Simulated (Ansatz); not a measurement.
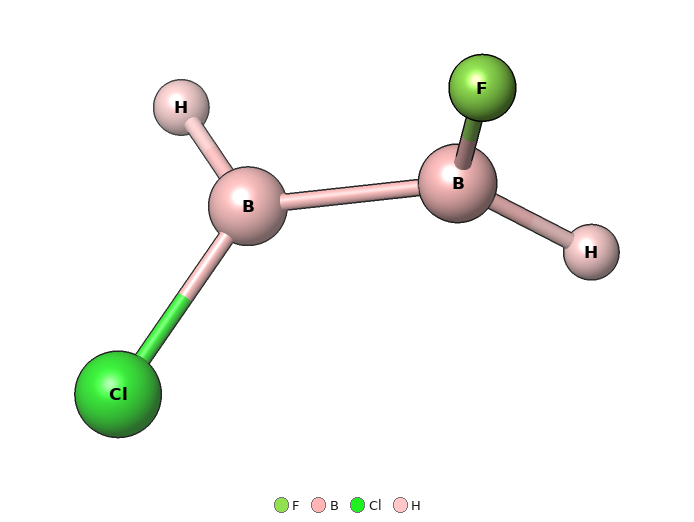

Orthographic view. Distant atoms are faded towards the background colour. The computed structure is the end point of a PBE0-D4/def2-TZVP optimisation.

> Give the standard InChI.

InChI=1S/B2ClFH2/c3-1-2-4/h1-2H
